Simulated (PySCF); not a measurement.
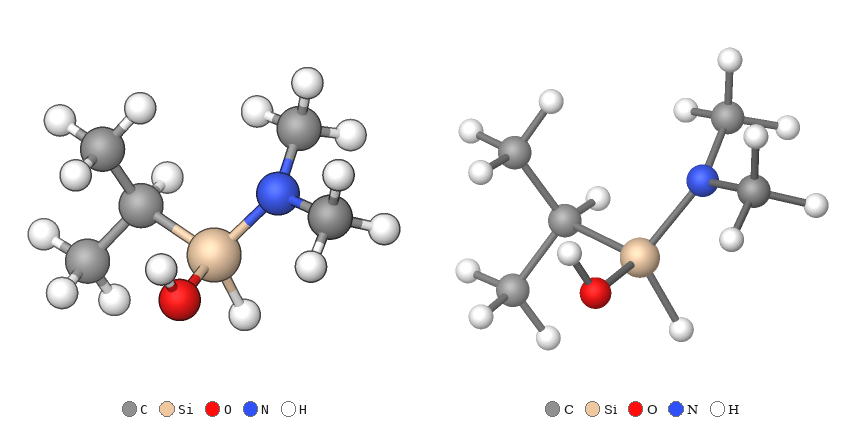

Both panels show the same species.

Identify the structure.

The molecule is C₅H₁₅NOSi. As SMILES it reads `CC(C)[Si@H](O)N(C)C`. It has no ring. Among its groups: Si–H bond, Si–O bond, Si–N bond. The point group is C1. Coordination, clear cases only: 5 C tetrahedral; 1 Si tetrahedral; 1 O bent.

The parts below concern this one geometry. Atoms keep their numbers from picture to picture. The computed structure is the end point of a PBE0-D3(BJ)/def2-SVP optimisation. No frequency run is at hand to confirm it as a minimum.

Bond orders

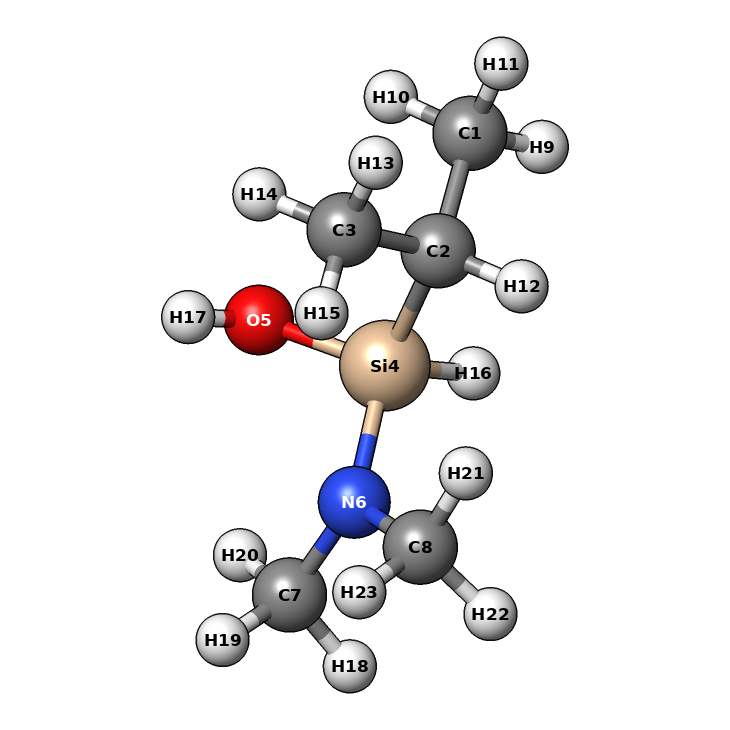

Every bond is drawn as one stick. No frequency run is at hand to confirm it as a minimum. Computed with PBE0/pcSseg-1 (PySCF 2.14.0).

List the Mayer bond orders of C1–C2, C2–C3, C2–Si4, Si4–O5, Si4–N6, N6–C7, N6–C8 (bonds between heavy atoms, one of each equivalent set).

```tsv
bond	Mayer order	length (Å)
C1–C2	1.04	1.530
C2–C3	1.03	1.528
C2–Si4	0.84	1.887
Si4–O5	0.97	1.674
Si4–N6	0.93	1.738
N6–C7	0.97	1.443
N6–C8	0.97	1.439
```

Charges

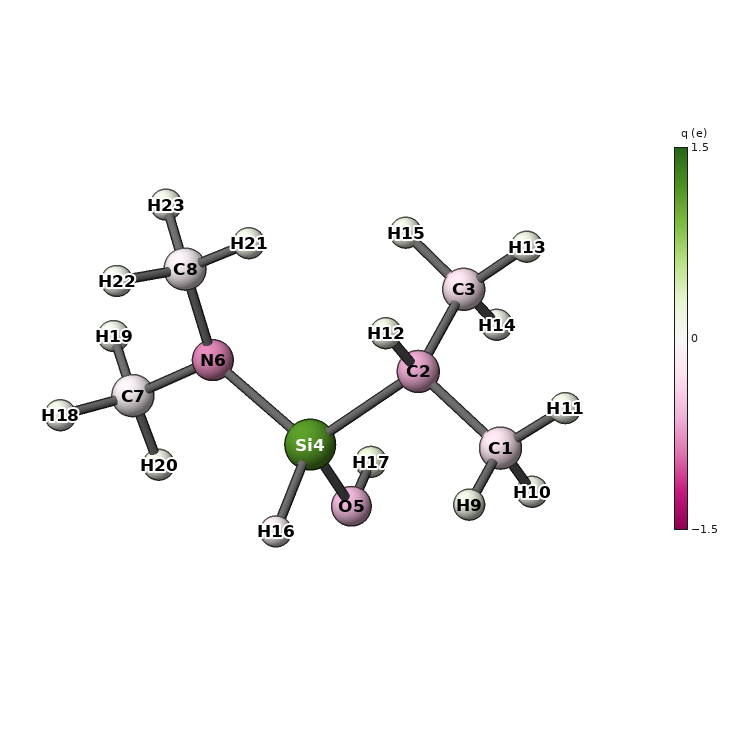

Atoms are coloured by their Mulliken charges. No frequency run is at hand to confirm it as a minimum. Method: PBE0/pcSseg-1, gas phase (PySCF 2.14.0).

List the Mulliken charges.

```tsv
atom	value (e)
C1	−0.25
C2	−0.65
C3	−0.25
Si4	1.12
O5	−0.58
N6	−0.81
C7	−0.09
C8	−0.09
H9	0.12
H10	0.12
H11	0.12
H12	0.14
H13	0.12
H14	0.10
H15	0.12
H16	−0.14
H17	0.24
H18	0.10
H19	0.11
H20	0.12
H21	0.13
H22	0.10
H23	0.11
```

Excitation

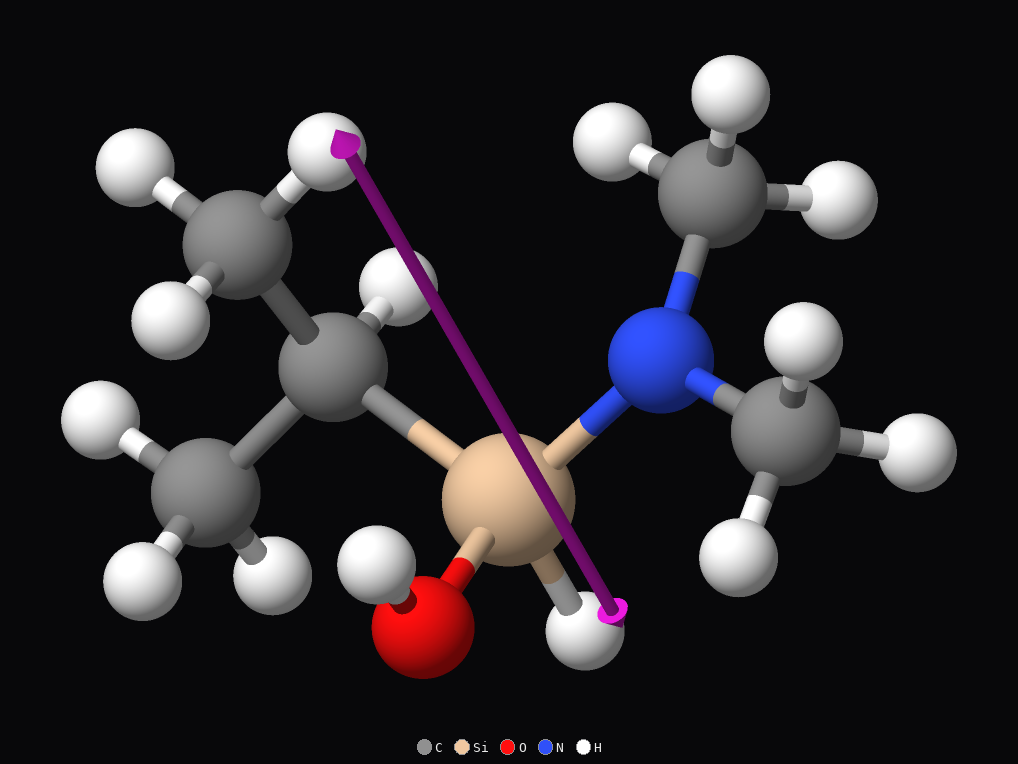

The double arrow shows the direction of the transition dipole to excited singlet state 4 (its length means nothing). No frequency run is at hand to confirm it as a minimum. Properties computed with TDDFT B3LYP/def2-SVPD, vertical, gas phase, core orbitals frozen in the response (PySCF 2.14.0).

> Where does the transition lie, and how strong is it?

6.64 eV (187 nm), oscillator strength 0.026, mainly HOMO → LUMO+3 (weight 0.80); transition dipole 1.01 D.

Mulliken values depend strongly on the basis set and can even reverse the polarity of a bond.
